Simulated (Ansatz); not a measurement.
Base system: NbN in the rock salt structure (space group Fm-3m, No. 225; a = 4.4213 Å).

Structures relaxed with Ansatz (a first-principles code), PBE, PAW, cutoff 420 eV, without spin-orbit coupling.

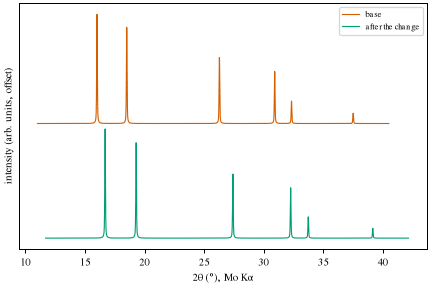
*Simulated powder patterns before (top) and after one change*

Problem. Which change produced these results?
(A) pressure 50 GPa
(B) pressure −2 GPa
(C) pressure 3 GPa
(D) pressure 7 GPa

Solution. A, pressure 50 GPa. Its volume per atom is 9.54 Å³ against 10.80 Å³, and its space group is Fm-3m (No. 225).

Load acts through the strain it causes; cell and atoms are relaxed under it. No phonon test of stability was made. No other phases were tried under pressure. The final runs are not spin-polarised.
